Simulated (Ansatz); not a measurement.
# BClH₃Sb: from a rough start to a minimum

What shape does BClH₃Sb take? The plan is to relax it, then compute its harmonic vibrations to see whether it is a minimum and to get the zero-point energy and entropy.

Method: RKS PBE0-D4/def2-TZVP; program: Ansatz 0.2.0, Gaussian basis.

Plan: relaxation at PBE-D4/def2-SVP; relaxation at PBE0-D4/def2-TZVP; harmonic vibrations at the same level.

1 further run of the same task is left out (set aside as unsound or not needed).

### Step 1. Starting geometry

SMILES `Cl[BH][SbH2]`, 6 atoms, charge 0, spin multiplicity 1.

Atoms are counted from 1 here; the program's logs count them from 0.

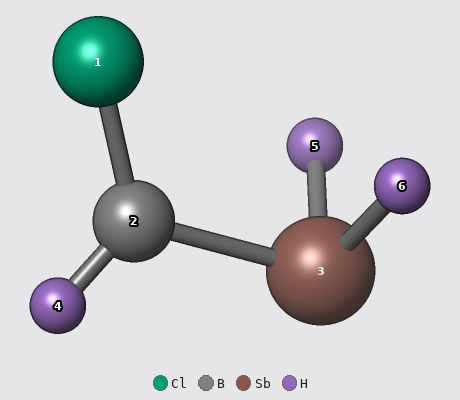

The starting geometry (chlorine teal, boron grey, antimony brown, hydrogen purple); atoms are numbered from 1 in the order of the file.

Geometry (Å):

```
Cl   -1.7474   -1.1454   -0.2161
B     0.0257   -1.0196    0.0105
Sb    1.0171    0.9692    0.1122
H     0.7337   -2.0006    0.1004
H     0.1744    1.5423   -1.3025
H    -0.1613    1.5901    1.2494
```

The start is a force-field geometry with small random shifts, so a cheaper pass at PBE-D4/def2-SVP comes first. Sb takes the def2 core potential; no spin-orbit term is included.

### Step 2. Relaxation at PBE-D4/def2-SVP (cheap first pass)

in.yaml reads:

```yaml
crystal:
  periodic: [false, false, false]
  atoms:
    - {symbol: Cl, position_ang: [-1.747400, -1.145400, -0.216100]}
    - {symbol: B, position_ang: [0.025700, -1.019600, 0.010500]}
    - {symbol: Sb, position_ang: [1.017100, 0.969200, 0.112200]}
    - {symbol: H, position_ang: [0.733700, -2.000600, 0.100400]}
    - {symbol: H, position_ang: [0.174400, 1.542300, -1.302500]}
    - {symbol: H, position_ang: [-0.161300, 1.590100, 1.249400]}
basis:
  gaussian: {orbitals: def2-SVP}
hamiltonian: {xc: pbe, dispersion: d4}
relax: {f_tol: 0.03, max_steps: 200}
```

The run is started by

```bash
$ ansatz run in.yaml --threads 2 --pin off --events-out ev --progress --plain --max-ram 4352MiB
```

Output, shortened:

```text
Functional definition: PBE
  name "PBE"
  cite "Perdew, Burke & Ernzerhof, Phys. Rev. Lett. 77, 3865 (1996) doi:10.1103/PhysRevLett.77.3865"
  parent pbe
[...]
839 factors; their error is unknown
[...]
mean field -19774.19006239 eV, -726.6880813655 hartree, gradient 2.7e-5 eV, S^2 0.000000; 0 other end points of the search recorded, 0 dependent functions left out
[...]
reference -19774.19009435 eV, -726.6880825400 hartree; 24, 24 occupied and 49, 49 virtual orbitals, 839 factors
relax step   1: F+E_penalty+E_count = -19774.33025768 eV  Δ(F+E_penalty+E_count) = +0.000e0 eV  max|allowed force component| = 1.073e0 eV/Å  Δτ_max = 0.0000 Å  (24 SCF iters, accepted)
[...]
relax step   5: F+E_penalty+E_count = -19774.42961404 eV  Δ(F+E_penalty+E_count) = -6.363e-3 eV  max|allowed force component| = 2.361e-2 eV/Å  Δτ_max = 0.0309 Å  (27 SCF iters, accepted)
[...]
relax step   9: F+E_penalty+E_count = -19774.43925099 eV  Δ(F+E_penalty+E_count) = -8.170e-3 eV  max|allowed force component| = 1.526e-1 eV/Å  Δτ_max = 0.1684 Å  (32 SCF iters, accepted)
[...]
relax step  13: F+E_penalty+E_count = -19774.54808094 eV  Δ(F+E_penalty+E_count) = -2.557e-2 eV  max|allowed force component| = 3.004e-1 eV/Å  Δτ_max = 0.1943 Å  (33 SCF iters, accepted)
[...]
relax step  17: F+E_penalty+E_count = -19774.57826972 eV  Δ(F+E_penalty+E_count) = -4.520e-3 eV  max|allowed force component| = 6.625e-2 eV/Å  Δτ_max = 0.0511 Å  (26 SCF iters, accepted)
[...]
relax step  18: F+E_penalty+E_count = -19774.57944513 eV  Δ(F+E_penalty+E_count) = -1.175e-3 eV  max|allowed force component| = 1.772e-2 eV/Å  Δτ_max = 0.0129 Å  (26 SCF iters, accepted)
839 factors; their error is unknown
mean field -19774.44160870 eV, -726.6973255216 hartree, gradient 2.4e-5 eV, S^2 0.000000; 1 other end points of the search recorded, 0 dependent functions left out
[...]
reference -19774.44163994 eV, -726.6973266698 hartree; 24, 24 occupied and 49, 49 virtual orbitals, 839 factors
Total energy: -19774.57947637 eV, -726.7023920652 hartree
Atom 0 at    -1.522013    -1.584563     0.821724 Å, force     0.004366     0.004059    -0.002796 eV/Å
Atom 1 at    -0.108123    -0.979205    -0.019260 Å, force    -0.014407    -0.002016     0.007764 eV/Å
Atom 2 at     0.846098     0.989249     0.508557 Å, force     0.017719     0.010654     0.004366 eV/Å
Atom 3 at     0.417213    -1.726165    -0.820419 Å, force     0.002000    -0.003461    -0.007341 eV/Å
Atom 4 at     1.067000     1.403819    -1.156348 Å, force    -0.001024    -0.002157     0.000984 eV/Å
Atom 5 at    -0.657975     1.832864     0.619645 Å, force    -0.008654    -0.007079    -0.002978 eV/Å
Dipole moment:     0.043566     0.007690     0.001620 e Å
```

Run time: 16 s. Hardware: 2 threads of Arm Neoverse V2, shared host.

The steps of the relaxation:

```csv
step,energy from step 1 (eV),largest force component (eV/Å)
1,0.0000,1.0725
2,-0.0206,0.8188
3,-0.0891,0.5531
4,-0.0930,0.5456
5,-0.0994,0.0236
6,-0.0995,0.0108
7,-0.0995,0.0131
8,-0.1008,0.0758
9,-0.1090,0.1526
10,-0.1148,0.4934
11,-0.1420,0.3803
12,-0.1922,0.2957
13,-0.2178,0.3004
14,-0.2353,0.3413
15,-0.2378,0.2987
16,-0.2435,0.1010
17,-0.2480,0.0663
18,-0.2492,0.0177
```

The force was under the threshold of 0.03 eV/Å already at step 5, but the program went on to step 18.

Close pairs (by a distance rule), those that changed most:

```csv
bond,before (Å),after (Å),change (Å)
Cl1–B2,1.792,1.753,-0.039
B2–Sb3,2.225,2.250,+0.026
Sb3–H6,1.751,1.728,-0.023
Sb3–H5,1.744,1.730,-0.014
B2–H4,1.213,1.215,+0.002
```

### Step 3. Relaxation at PBE0-D4/def2-TZVP

in.yaml reads:

```yaml
crystal:
  periodic: [false, false, false]
  atoms:
    - {symbol: Cl, position_ang: [-1.522013, -1.584563, 0.821724]}
    - {symbol: B, position_ang: [-0.108123, -0.979205, -0.019260]}
    - {symbol: Sb, position_ang: [0.846098, 0.989249, 0.508557]}
    - {symbol: H, position_ang: [0.417213, -1.726165, -0.820419]}
    - {symbol: H, position_ang: [1.067000, 1.403819, -1.156348]}
    - {symbol: H, position_ang: [-0.657975, 1.832864, 0.619645]}
basis:
  gaussian: {orbitals: def2-TZVP}
hamiltonian: {xc: pbe0, dispersion: d4}
relax: {f_tol: 0.005, max_steps: 150}
```

The command is unchanged.

Output, shortened:

```text
Functional definition: PBE0
  name "PBE0"
  cite "Adamo & Barone, J. Chem. Phys. 110, 6158 (1999) doi:10.1063/1.478522"
  cite "Perdew, Burke & Ernzerhof, Phys. Rev. Lett. 77, 3865 (1996) doi:10.1103/PhysRevLett.77.3865"
  parent pbe
[...]
1010 factors; their error is unknown
[...]
mean field -19781.31699065 eV, -726.9499911482 hartree, gradient 3.1e-5 eV, S^2 0.000000; 0 other end points of the search recorded, 0 dependent functions left out
[...]
reference -19781.31702212 eV, -726.9499923046 hartree; 24, 24 occupied and 112, 112 virtual orbitals, 1010 factors
relax step   1: F+E_penalty+E_count = -19781.43409777 eV  Δ(F+E_penalty+E_count) = +0.000e0 eV  max|allowed force component| = 3.727e-1 eV/Å  Δτ_max = 0.0000 Å  (27 SCF iters, accepted)
[...]
1010 factors; their error is unknown
[...]
mean field -19781.33669795 eV, -726.9507153780 hartree, gradient 6.0e-6 eV, S^2 0.000000; 1 other end points of the search recorded, 0 dependent functions left out
[...]
reference -19781.33672935 eV, -726.9507165319 hartree; 24, 24 occupied and 112, 112 virtual orbitals, 1010 factors
Total energy: -19781.45458929 eV, -726.9550478048 hartree
Atom 0 at    -1.493602    -1.574878     0.832895 Å, force    -0.001024     0.001348     0.001667 eV/Å
Atom 1 at    -0.104339    -0.974113    -0.020505 Å, force    -0.001751    -0.001913    -0.002332 eV/Å
Atom 2 at     0.827744     0.982907     0.502802 Å, force     0.000095    -0.000763    -0.000258 eV/Å
Atom 3 at     0.389629    -1.702261    -0.825739 Å, force     0.002886     0.001056     0.000423 eV/Å
Atom 4 at     1.081634     1.396916    -1.130914 Å, force    -0.000360     0.000280    -0.000016 eV/Å
Atom 5 at    -0.658866     1.807428     0.595361 Å, force     0.000154    -0.000008     0.000517 eV/Å
Dipole moment:     0.085193     0.014438    -0.031650 e Å
```

Wall time 17 s (2 threads of Arm Neoverse V2, shared host); peak memory 0.28 GiB.

Relaxation path:

```csv
step,energy from step 1 (eV),largest force component (eV/Å)
1,0.0000,0.3727
2,-0.0118,0.2774
3,-0.0188,0.1751
4,-0.0190,0.0744
5,-0.0200,0.0471
6,-0.0204,0.0151
7,-0.0205,0.0029
```

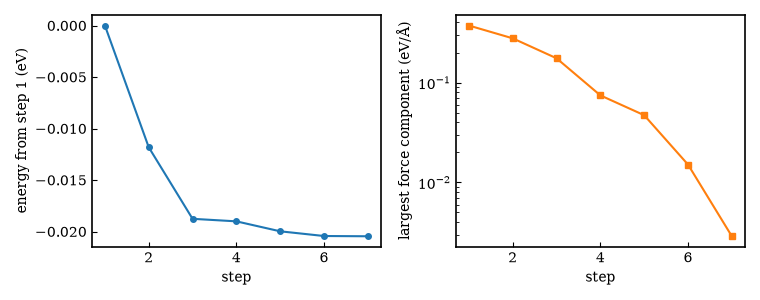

Energy and force, step by step.

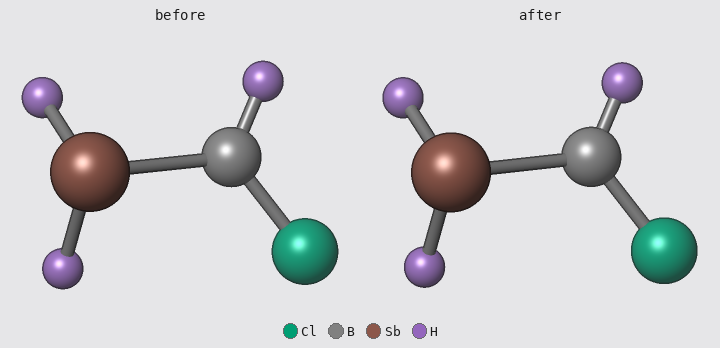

Before and after, at one scale.

Distances of close pairs at the start and the end, largest changes first:

```
  bond  before (Å)  after (Å)  change (Å)
Sb3–H6       1.728      1.702      -0.026
Sb3–H5       1.730      1.704      -0.026
 B2–H4       1.215      1.193      -0.022
B2–Sb3       2.250      2.230      -0.020
Cl1–B2       1.753      1.738      -0.015
```

Mulliken charges of the relaxed molecule (report file):

```csv
atom,value (e)
Cl1,-0.09
B2,-0.03
Sb3,0.08
H4,0.04
H5,0.00
H6,0.00
```

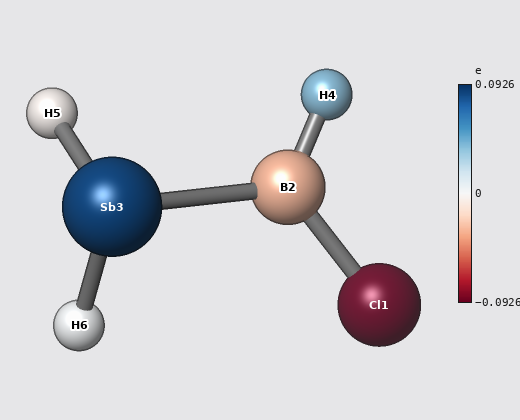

Mulliken charges of the relaxed molecule (report file), as colours on the atoms.

### Step 4. Vibrations by finite differences

in.yaml reads:

```yaml
crystal:
  periodic: [false, false, false]
  atoms:
    - {symbol: Cl, position_ang: [-1.493602, -1.574878, 0.832895]}
    - {symbol: B, position_ang: [-0.104339, -0.974113, -0.020505]}
    - {symbol: Sb, position_ang: [0.827744, 0.982907, 0.502802]}
    - {symbol: H, position_ang: [0.389629, -1.702261, -0.825739]}
    - {symbol: H, position_ang: [1.081634, 1.396916, -1.130914]}
    - {symbol: H, position_ang: [-0.658866, 1.807428, 0.595361]}
basis:
  gaussian: {orbitals: def2-TZVP}
hamiltonian: {xc: pbe0, dispersion: d4}
phonons: {temperatures: {t_min: 298.15, t_max: 900, t_step: 200}}
```

Same command.

Output, shortened:

```text
Functional definition: PBE0
  name "PBE0"
  cite "Adamo & Barone, J. Chem. Phys. 110, 6158 (1999) doi:10.1063/1.478522"
  cite "Perdew, Burke & Ernzerhof, Phys. Rev. Lett. 77, 3865 (1996) doi:10.1103/PhysRevLett.77.3865"
  parent pbe
[...]
1010 factors; their error is unknown
[...]
mean field -19781.33669747 eV, -726.9507153604 hartree, gradient 3.1e-5 eV, S^2 0.000000; 0 other end points of the search recorded, 0 dependent functions left out
[...]
reference -19781.33672888 eV, -726.9507165148 hartree; 24, 24 occupied and 112, 112 virtual orbitals, 1010 factors
[...]
1010 factors; their error is unknown
mean field -19781.33662338 eV, -726.9507126378 hartree, gradient 2.0e-6 eV, S^2 0.000000; 0 other end points of the search recorded, 0 dependent functions left out
[...]
reference -19781.33665479 eV, -726.9507137920 hartree; 24, 24 occupied and 112, 112 virtual orbitals, 1010 factors
[...]
reference -19781.33672224 eV, -726.9507162707 hartree; 24, 24 occupied and 112, 112 virtual orbitals, 1010 factors
Total energy: -19781.45458882 eV, -726.9550477877 hartree
Atom 0 at    -1.493602    -1.574878     0.832895 Å, force    -0.001022     0.001344     0.001669 eV/Å
Atom 1 at    -0.104339    -0.974113    -0.020505 Å, force    -0.001757    -0.001914    -0.002332 eV/Å
Atom 2 at     0.827744     0.982907     0.502802 Å, force     0.000097    -0.000750    -0.000270 eV/Å
Atom 3 at     0.389629    -1.702261    -0.825739 Å, force     0.002882     0.001055     0.000422 eV/Å
Atom 4 at     1.081634     1.396916    -1.130914 Å, force    -0.000354     0.000278    -0.000006 eV/Å
Atom 5 at    -0.658866     1.807428     0.595361 Å, force     0.000153    -0.000013     0.000517 eV/Å
Dipole moment:     0.085192     0.014437    -0.031649 e Å
Vibrations: 125.92 164.29 408.54 464.43 602.49 736.45 826.45 858.70 1040.22 1975.11 1987.50 2645.52 cm⁻¹, zero-point energy 0.733714 eV
```

It took 54 s on 2 threads of Arm Neoverse V2, shared host; peak memory 0.28 GiB.

Motions are named by where the mode's potential energy lies. The modes, unscaled (a negative number is an imaginary wavenumber):

```csv
mode,cm⁻¹,motion
1,126,torsion with bend
2,164,bend with torsion
3,409,bend with B–Sb stretch
4,464,bend with B–Sb stretch
5,602,bend
6,736,torsion with out-of-plane bend
7,826,bend with torsion
8,859,B–Cl stretch
9,1040,bend
10,1975,Sb–H stretch
11,1987,Sb–H stretch
12,2646,B–H stretch
```

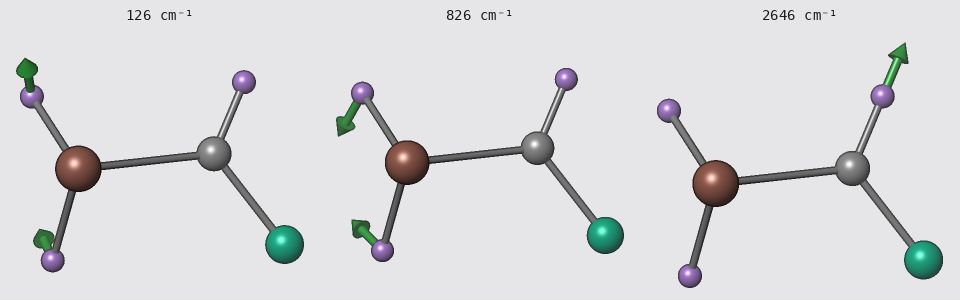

How the atoms move in 3 of the modes.

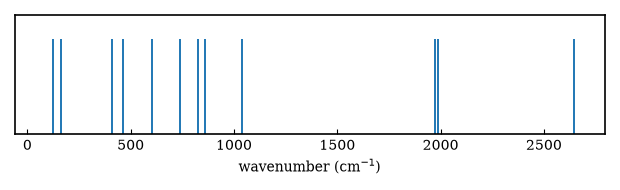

The harmonic wavenumbers as sticks (no intensities were computed).

From these modes and the moments of inertia (298.15 K, 1 bar, symmetry number 1):

```csv
term,value
zero-point energy,16.9 kcal/mol
H(298) − E,20.7 kcal/mol
"entropy, translation",173.0 J/(mol K)
"entropy, rotation",109.5 J/(mol K)
"entropy, vibration",34.9 J/(mol K)
"entropy, total",317.4 J/(mol K)
```

### Step 5. Outcome

```
                  quantity            value
               point group               C1
                     steps           18 + 7
shift from the start (rms)          0.838 Å
              total energy   -19781.4546 eV
           dispersion term         -118 meV
             dipole moment           0.44 D
lowest, highest wavenumber   126, 2646 cm⁻¹
         zero-point energy    16.9 kcal/mol
       entropy at 298.15 K  317.4 J/(mol K)
```

The relaxed geometry lies 0.84 Å (rms) from the start; the bond that changed most is Cl1–B2, from 1.792 to 1.738 Å. No mode is imaginary: a true minimum at this level. The stiffest mode, 2646 cm⁻¹, is a B–H stretch, and 2 modes under 200 cm⁻¹ make the vibrational entropy uncertain. Harmonic hybrid wavenumbers usually lie a few per cent above measured fundamentals.
